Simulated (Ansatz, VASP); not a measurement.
**CuI (Marshite) in two plane-wave programs**

Wanted: the spread between two codes on one cell, functional and k mesh.

Method: plane waves, with VASP 6.6.1 beside it; relaxation of cell and atoms at PBE, in Ansatz 0.2.0.

The database entry behind the starting cell differs from later determinations by our own check (about 0.15 % long (mineral sample)), so it need not match the best structure at ambient conditions.

## 1. The structure

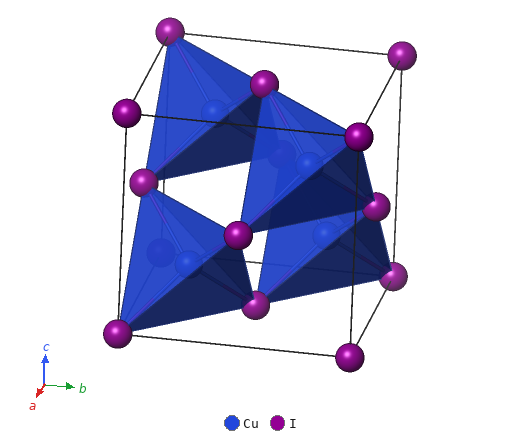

Start, viewed slightly off an axis; copper blue, iodine purple. This picture shows the conventional cell, with its axes. Bonds to atoms that aren't drawn are left out. Some periodic images of atoms are drawn too.

## 2. Ansatz: relaxation of cell and atoms, PBE

Ansatz runs on its default PAW (the set named soft_2) files.

The relaxed volume is the usual yardstick between codes: its relative difference is about their pressure difference at one cell divided by the bulk modulus.

File input.yaml:

```yaml
crystal:
  lattice:
    - [0.0, 3.0315, 3.0315]
    - [3.0315, 0.0, 3.0315]
    - [3.0315, 3.0315, 0.0]
  atoms:
    - { symbol: Cu, position: [0.25, 0.25, 0.25] }
    - { symbol: I, position: [0.0, 0.0, 0.0] }
hamiltonian:
  xc: pbe
  pseudopotentials: { kind: paw }
kpoints:
  mp_grid: { grid: [8, 8, 8] }
scf:
  occupations: { method: fermi_dirac, width: 0.05 }
relax:
  f_tol: 0.01
  max_steps: 60
  cell: { stress_tol: 0.05 }
output:
  forces: true
  stress: true
```

Started as:

```bash
$ ansatz run input.yaml --threads 4 --pin off --max-ram 9216MiB --backend cpu --events-out ev --progress --plain --runs-dir out
```

Numbers of over 12 decimals in the logs are rounded to 6 here.

The log of the run:

```text
Engine: ansatz 0.2.0, aarch64-unknown-linux-gnu
Pseudopotentials: kind: paw
Pseudopotential: Cu, paw, valence charge 19, recommended cutoff 420 eV (normal), Cu.paw.azcp
Pseudopotential: I, paw, valence charge 17, recommended cutoff 420 eV (normal), I.paw.azcp
Functional definition: PBE
  parameter kappa = 0.804
  parameter beta = 0.066725
  exchange = pbe_x(kappa = kappa, mu = beta*pi^2/3)
  correlation = pbe_c(beta = beta)
Crystal: 2 atoms, lattice volume = 55.719 Å³
Basis set: ecut = 420 eV, 1067 PW (Γ), exchange–correlation on 60×60×60 points (8 copies of the dense FFT grid, shifted against one another)
Bands: 22, of which v1, the nominal top of the filled ones, is band 18 counted from 1 (17 counted from 0)
Symmetry: 24 space group operations
Space group: F-43m (ITA 216), of the structure as read, at distance tolerance 3.8e-5 Å
k-points: 29 of 512 (time reversal used)
Non-local potential: Cu, projectors of the file, l = 0: 3, l = 1: 2, l = 2: 3, l = 3: 1
Non-local potential: I, projectors of the file, l = 0: 2, l = 1: 2, l = 2: 2, l = 3: 2
PAW form: soft (Blöchl's): semilocal exchange-correlation on the pseudo side does not see the compensation charge
PAW one-centre angular grid: Cu, 590 points (default); XC on 64 Gauss nodes
PAW one-centre angular grid: I, 590 points (default); XC on 64 Gauss nodes
Initial density: superposition of atomic densities (neutral atoms: chi_scale 0, normalization atom), corrected by the library's trained network
Initial wavefunctions: pseudopotential atomic-orbital guess
Functional: x = pbe(κ = 0.804, μ = 0.219515), c = pbe(β = 0.066725)
SCF iter   1: F=—  HF=-14138.365938 eV  |F-HF|=—  |Δ(HF+E_count)|=         —  Δρ=1.23e-3  dr2=6.91e-4  ethr=1.77e-3  ⟨swp⟩=6.3  Hψ=3141  notcnv=0
preconditioner: auto → none  [insulator: Δε(μ)=1.133 eV  Ē_g=8.970 eV  σ=0.050 eV  W_gap=1.00  n_scr=14 (ndim 8)  ℏωp=21.1 eV  f_vac=0.179  D(μ)=0.00/eV (n_scr^D=0)  ε∞_Penn≈6.5]
SCF iter   2: F=—  HF=-14138.366169 eV  |F-HF|=—  |Δ(HF+E_count)|=   2.32e-4  Δρ=2.14e-3  dr2=1.58e-3  ethr=1.92e-6  ⟨swp⟩=3.0  Hψ=1511  notcnv=0
SCF iter   3: F=—  HF=-14138.365825 eV  |F-HF|=—  |Δ(HF+E_count)|=   3.44e-4  Δρ=2.12e-4  dr2=2.08e-5  ethr=1.92e-6  ⟨swp⟩=2.0  Hψ=1114  notcnv=0
SCF iter   4: F=—  HF=-14138.365862 eV  |F-HF|=—  |Δ(HF+E_count)|=   3.68e-5  Δρ=6.21e-5  dr2=1.37e-6  ethr=5.78e-8  ⟨swp⟩=2.0  Hψ=899  notcnv=0
SCF iter   5: F=—  HF=-14138.365868 eV  |F-HF|=—  |Δ(HF+E_count)|=   6.00e-6  Δρ=2.27e-5  dr2=2.77e-7  ethr=3.80e-9  ⟨swp⟩=2.0  Hψ=1033  notcnv=0
SCF iter   6: F=-14138.365868 eV  HF=-14138.365868 eV  |F-HF|=7.62e-9  |Δ(HF+E_count)|=   6.85e-7  Δρ=5.91e-6  dr2=1.22e-8  ethr=2.78e-10  ⟨swp⟩=5.0  Hψ=2448  notcnv=0
SCF 1 converged in 6 iterations: F = -14138.365868 eV  dr2 = 1.22e-8
  greatest PAW one-centre occupation: 1.000 electrons in one spin orbital (limit 2), on the Cu atom at site 0 (counted from 0), in its partial waves of l = 0
relax step   1: F+E_penalty+E_count = -14138.36586844 eV  Δ(F+E_penalty+E_count) = +0.000e0 eV  max|allowed force component| = 5.320e-17 eV/Å  Δτ_max = 0.0000 Å  P = +0.315 GPa  Ω = 55.719 Å³  (6 SCF iters, dr2 threshold 1.00e-7 eV, accepted)
[...]
relax step   2: F+E_penalty+E_count = -14138.36618365 eV  Δ(F+E_penalty+E_count) = -3.152e-4 eV  max|allowed force component| = 1.590e-17 eV/Å  Δτ_max = 0.0000 Å  P = +0.021 GPa  Ω = 56.134 Å³  energy of the carried Pulay correction = -1.160e-4 eV  (5 SCF iters, dr2 threshold 2.00e-7 eV, accepted)
[...]
relax step   3: F+E_penalty+E_count = -14138.36630337 eV  Δ(F+E_penalty+E_count) = -1.197e-4 eV  max|allowed force component| = 2.082e-17 eV/Å  Δτ_max = 0.0000 Å  P = +0.019 GPa  Ω = 56.134 Å³  stress off target by 1.89e-2 GPa  SCF on the basis re-selected at this cell (its energy is not comparable with the rows above)  (8 SCF iters)
basis re-selected at this cell: Δ(F+E_penalty+E_count) = -1.197e-4 eV, ΔP = -0.002 GPa vs the last step (what re-selecting the basis moved, of the pressure what is left beyond the Pulay correction that the steps carried, after the strain that the cell walked since its last selection, with what the two solves' SCF thresholds leave and, on support functions, any second-order correction that the steps lacked; it is no m [...]
SCF converged after 8 iterations
Free energy (F): -14138.366303 eV
Harris-Foulkes:  -14138.366303 eV  (|F-HF|=2.55e-11)
Internal energy: -14138.366303 eV  (E = F + TS)
E sigma→0 (E₀):  -14138.366303 eV
Entropy (-TS):   -0.000000 eV (-0.000 meV/atom)
Fermi energy:    8.640875 eV
--- Per-component energies (eV) ---
  E_band       = -870.425927
  E_kinetic    = 489.314192
  E_local      = -7640.175516  (includes V_loc(G=0)·N_el)
  E_nonlocal   = 313.752367
  E_hartree    = 3550.247178
  E_xc         = -215.163334
  E_vxc        = -240.940621  (∫ρ·V_xc dr)
  E_paw        = -6492.466713  (= ΣΔE_a)
  E_vpaw       = -892.871058  (= ΣTr[D̂ρ^β])
  E_aug_tail   = 0.000262  (compensation charges beyond the density's cutoff)
  E_ewald      = -4143.874740
  E_smearing   = -0.000000  (= −TS)
  E_closure    = -0.000000  (closes the sum)
  Σ components = -14138.366303   (vs F -14138.366303, Δ=0.00e0)
--- Forces (eV/Å), atoms counted from 1 ---
  atom   1  Cu    -0.00000000     0.00000000     0.00000000
  atom   2  I      0.00000000    -0.00000000    -0.00000000
  max |Σ_I F_I| component: 2.54e-17 eV/Å
--- Stress (GPa, compression-positive) ---
        0.018927      -0.000000      -0.000000
       -0.000000       0.018927       0.000000
       -0.000000       0.000000       0.018927
  P = ⅓ Tr σ = 0.0189 GPa (0.189 kbar)
--- Relaxed structure (2 steps of the walk, 2 accepted, 1 SCFs on fresh bases) ---
  F+E_penalty+E_count = -14138.36630337 eV   max|allowed force component| = 2.082e-17 eV/Å   (the final SCF, on the basis selected at the relaxed cell)
  cell:  # Å, volume = 56.1337 Å³
    - [0, 3.039003, 3.039003]
    - [3.039003, 0, 3.039003]
    - [3.039003, 3.039003, 0]
  atoms:
    - { symbol: Cu, position: [0.250000, 0.250000, 0.250000] }
    - { symbol: I, position: [0, 0, 0] }
```

Wall time 2.5 s (4 threads of Arm Neoverse V1, shared host); peak memory 0.38 GiB; 8.9 s of CPU time.

## 3. VASP: relaxation of cell and atoms, PBE

The same cell, functional, mesh and smearing now go to VASP, with its own data sets and cutoff.

Lines of VASP's logs that name or quote its potential files are left out, and so is its time.

File INCAR:

```
SYSTEM = CuI
PREC = Accurate
ENCUT = 520
EDIFF = 1E-06
NELM = 100
ISMEAR = -1
SIGMA = 0.05
LREAL = .FALSE.
ALGO = Normal
GGA = PE
NBANDS = 15
LORBIT = 11
LWAVE = .FALSE.
LCHARG = .FALSE.
KPAR = 2
IBRION = 2
NSW = 60
ISIF = 3
EDIFFG = -0.01
```

File POSCAR:

```
CuI
1.0
    0.0000000000      3.0315000000      3.0315000000
    3.0315000000      0.0000000000      3.0315000000
    3.0315000000      3.0315000000      0.0000000000
Cu I
1 1
Direct
    0.2500000000      0.2500000000      0.2500000000
    0.0000000000      0.0000000000      0.0000000000
```

File KPOINTS:

```
Automatic mesh
0
Gamma
8 8 8
0 0 0
```

PAW data sets: Cu and I (PBE family, release 64).

Started as:

```bash
$ mpirun -np 2 vasp_std
```

The log of the run:

```text
[banner, memory and clock lines left out]
running    2 mpi-ranks, on    1 nodes
 distrk:  each k-point on    1 cores,    2 groups
 distr:  one band on    1 cores,    1 groups

 POSCAR found type information on POSCAR CuI
 POSCAR found :  2 types and       2 ions
 LDA part: xc-table for (Slater+PW92), standard interpolation
 POSCAR, INCAR and KPOINTS ok, starting setup
 FFT: planning ... GRIDC
 FFT: planning ... GRID_SOFT
 FFT: planning ... GRID
 WAVECAR not read
 entering main loop
       N       E                     dE             d eps       ncg     rms          rms(c)
DAV:   1     0.951038095200E+02    0.95104E+02   -0.74979E+03   870   0.127E+03
DAV:   2     0.958935757315E-01   -0.95008E+02   -0.86465E+02   905   0.237E+02
DAV:   3    -0.561199594745E+01   -0.57079E+01   -0.56279E+01  1185   0.627E+01
DAV:   4    -0.577030620047E+01   -0.15831E+00   -0.15825E+00   975   0.100E+01
DAV:   5    -0.577914212307E+01   -0.88359E-02   -0.88357E-02  1378   0.267E+00    0.527E+00
DAV:   6    -0.570282629234E+01    0.76316E-01   -0.28102E+00   898   0.465E+01    0.338E+00
DAV:   7    -0.556153453477E+01    0.14129E+00   -0.66896E-01   968   0.278E+01    0.168E+00
DAV:   8    -0.556314407286E+01   -0.16095E-02   -0.36758E-02  1348   0.278E+00    0.459E-01
DAV:   9    -0.556081870307E+01    0.23254E-02   -0.92563E-03  1101   0.291E+00    0.146E-01
DAV:  10    -0.556099815535E+01   -0.17945E-03   -0.60379E-04  1059   0.166E-01    0.409E-02
DAV:  11    -0.556100178307E+01   -0.36277E-05   -0.19043E-04  1178   0.410E-01    0.332E-02
DAV:  12    -0.556100161538E+01    0.16769E-06   -0.13663E-05  1324   0.496E-02    0.245E-02
DAV:  13    -0.556099989945E+01    0.17159E-05   -0.78266E-06  1183   0.892E-02    0.474E-03
DAV:  14    -0.556100067063E+01   -0.77118E-06   -0.25298E-06  1014   0.247E-02
   1 F= -.55610007E+01 E0= -.55610006E+01  d E =-.556100E+01
 curvature:   0.00 expect dE= 0.000E+00 dE for cont linesearch  0.000E+00
 trial: gam= 0.00000 g(F)=  0.109E-44 g(S)=  0.770E-03 ort = 0.000E+00 (trialstep = 0.100E+01)
 search vector abs. value=  0.770E-03
 bond charge predicted
       N       E                     dE             d eps       ncg     rms          rms(c)
DAV:   1    -0.557677986384E+01   -0.15780E-01   -0.23306E-01   870   0.111E+01    0.954E-01
DAV:   2    -0.556727720037E+01    0.95027E-02   -0.12599E-01   870   0.110E+01    0.382E-01
DAV:   3    -0.556209222390E+01    0.51850E-02   -0.24546E-02   870   0.500E+00    0.174E-01
DAV:   4    -0.556158028974E+01    0.51193E-03   -0.16725E-03  1202   0.461E-01    0.595E-02
DAV:   5    -0.556155993519E+01    0.20355E-04   -0.37669E-05  1271   0.102E-01    0.496E-02
DAV:   6    -0.556154212136E+01    0.17814E-04   -0.15515E-05  1362   0.842E-02    0.663E-03
DAV:   7    -0.556154237959E+01   -0.25823E-06   -0.31069E-06  1089   0.275E-02
   2 F= -.55615424E+01 E0= -.55615423E+01  d E =-.541709E-03
 trial-energy change:   -0.000542  1 .order   -0.000472   -0.000770   -0.000173
 step:   1.1599(harm=  1.2904)  dis= 0.00000  next Energy=    -5.561557 (dE=-0.556E-03)
 bond charge predicted
       N       E                     dE             d eps       ncg     rms          rms(c)
DAV:   1    -0.556195164464E+01   -0.40952E-03   -0.59639E-03   884   0.177E+00    0.155E-01
DAV:   2    -0.556171524866E+01    0.23640E-03   -0.33861E-03   884   0.177E+00    0.642E-02
DAV:   3    -0.556157105326E+01    0.14420E-03   -0.66509E-04   884   0.835E-01    0.270E-02
DAV:   4    -0.556155850818E+01    0.12545E-04   -0.42034E-05  1052   0.588E-02    0.918E-03
DAV:   5    -0.556155770663E+01    0.80155E-06   -0.10666E-06   712   0.256E-02
   3 F= -.55615577E+01 E0= -.55615576E+01  d E =-.557036E-03
 curvature:  -0.51 expect dE=-0.367E-06 dE for cont linesearch -0.367E-06
 trial: gam=-0.02948 g(F)=  0.183E-44 g(S)=  0.712E-06 ort = 0.234E-04 (trialstep = 0.103E+01)
 search vector abs. value=  0.758E-09
 reached required accuracy - stopping structural energy minimisation
```

From OUTCAR (step 3):

```text
ion  position               nearest neighbor table
   1  0.250  0.250  0.250-   2 2.63   2 2.63   2 2.63   2 2.63
   2  0.000  0.000  0.000-   1 2.63   1 2.63   1 2.63   1 2.63

  LATTYP: Found a face centered cubic cell.
 ALAT       =     6.0630000000

 Subroutine GETGRP returns: Found 24 space group operations
 (whereof 24 operations were pure point group operations)

The static configuration has the point symmetry T_d .

 Found     29 irreducible k-points:

   k-points           NKPTS =     29   k-points in BZ     NKDIM =     29   number of bands    NBANDS=     15

   dimension x,y,z NGX =    32 NGY =   32 NGZ =   32
   dimension x,y,z NGXF=    64 NGYF=   64 NGZF=   64

   ENCUT  =  520.0 eV  38.22 Ry    6.18 a.u.   7.97  7.97  7.97*2*pi/ulx,y,z

   NELECT =      18.0000    total number of electrons

 k-points in reciprocal lattice and weights: Automatic mesh
   0.00000000  0.00000000  0.00000000       0.002
   0.12500000  0.00000000  0.00000000       0.016
   0.25000000  0.00000000  0.00000000       0.016
   0.37500000  0.00000000  0.00000000       0.016
   0.50000000  0.00000000  0.00000000       0.008
   0.12500000  0.12500000  0.00000000       0.012
   0.25000000  0.12500000  0.00000000       0.047
   0.37500000  0.12500000  0.00000000       0.047
   0.50000000  0.12500000  0.00000000       0.047
[...]
-0.37500000  0.50000000  0.12500000       0.023
  -0.25000000  0.50000000  0.25000000       0.012

 average (electrostatic) potential at core
       1 -65.9369       2 -92.3894

 E-fermi :   4.9392

 k-point     1 :       0.0000    0.0000    0.0000
  band No.  band energies     occupation
    ...
      5       2.5199      2.00000
      6       2.5199      2.00000
      7       4.3379      1.99999
      8       4.3379      1.99999
      9       4.3379      1.99999
     10       5.4583      0.00006
     11       9.2182      0.00000
     12       9.2182      0.00000
     13       9.2182      0.00000
     14      12.5040      0.00000
    ...

 k-point     2 :       0.1250    0.0000    0.0000
  band No.  band energies     occupation
    ...
      5       2.5140      2.00000
      6       2.5140      2.00000
      7       3.7286      2.00000
      8       4.2248      2.00000
      9       4.2248      2.00000
     10       6.1475      0.00000
     11       9.1232      0.00000
     12       9.4323      0.00000
     13       9.4323      0.00000
     14      13.2519      0.00000
    ...

 k-point     3 :       0.2500    0.0000    0.0000
  band No.  band energies     occupation
    ...
      5       2.5112      2.00000
      6       2.5112      2.00000
      7       3.0879      2.00000
      8       3.9752      2.00000
      9       3.9752      2.00000
     10       6.5962      0.00000
     11       9.7638      0.00000
     12       9.7638      0.00000
     13       9.7941      0.00000
     14      13.0516      0.00000
    ...

  Total        0.0031365      0.0031365      0.0031365      0.0000000      0.0000000      0.0000000
  in kB        0.0894114      0.0894114      0.0894114      0.0000000      0.0000000      0.0000000
  external PRESSURE =       0.0894114 kB  Pullay stress =       0.0000000 kB

  energy-cutoff  :      520.00
  volume of cell :       56.20
      direct lattice vectors                 reciprocal lattice vectors
     0.000000000  3.040250246  3.040250246    -0.164460146  0.164460146  0.164460146
     3.040250246  0.000000000  3.040250246     0.164460146 -0.164460146  0.164460146
     3.040250246  3.040250246  0.000000000     0.164460146  0.164460146 -0.164460146

 POSITION                                       TOTAL-FORCE (eV/Angst)
 -----------------------------------------------------------------------------------
      1.52013      1.52013      1.52013        -0.000000     -0.000000     -0.000000
      0.00000      0.00000      0.00000         0.000000      0.000000      0.000000
 -----------------------------------------------------------------------------------
    total drift:                                0.000001      0.000001      0.000001

  FREE ENERGIE OF THE ION-ELECTRON SYSTEM (eV)
  ---------------------------------------------------
  free  energy   TOTEN  =        -5.5615577066 eV

  energy  without entropy=       -5.5615575524  energy(sigma->0) =       -5.56155763

 reached required accuracy - stopping structural energy minimisation

 total charge
# of ion       s       p       d       tot
------------------------------------------
    1        0.324   0.256   9.335   9.914
    2        1.493   2.759   0.052   4.304
--------------------------------------------------
tot          1.817   3.014   9.387  14.218

[... 3 further parts left out ...]
```

## 4. Side by side

Known differences besides the PAW data sets themselves: both relaxations stop at a tolerance, which leaves soft axes loose, and VASP keeps its plane-wave basis; the data sets hold 36 valence electrons in Ansatz (default PAW (the set named soft_2) files) and 18 in VASP; the cutoff is 420 eV in Ansatz and 520 eV in VASP; VASP leaves aspherical gradient terms in its spheres out (LASPH is not set), Ansatz keeps them; Ansatz adds a Pulay correction to the stress that steers its cell, VASP none. Total energies have different zeros and are not compared.

Compared:

| quantity | Ansatz | VASP | difference |
| --- | --- | --- | --- |
| volume (Å³) | 56.13 | 56.20 | -0.12 % |
| edge a after relaxation, in the typed setting (Å) | 4.298 | 4.300 | -0.04 % |

The walks stopped with 0.02 GPa left in Ansatz and 0.01 GPa in VASP; each walk ends within a tolerance, so the volume difference is uncertain by about these residues over the bulk modulus, most in soft cells.

## 5. Summary of results

* difference in volume (relaxation of cell and atoms, PBE): -0.12 %

**Reading.** The difference in volume is -0.12 % (relaxation of cell and atoms, PBE), within the 1.2 % picked in this series as the mark of a large difference, as far as the stopping tolerances let one tell. Differences of this kind measure data sets and numerical settings, not the functional's error against experiment.

[Lines on the potential files, build, host, timing and source positions are cut from VASP's logs without a mark.]

[Logs are printed without paths, hosts, clocks, repeated set-up lines and the standing remarks that a program may print on its own settings, such as how far it seeks lower states.]

[Hosts, paths, dates, database ids (printed as entryN), source tags and the programs' standing remarks are cut or masked in the printed files.]
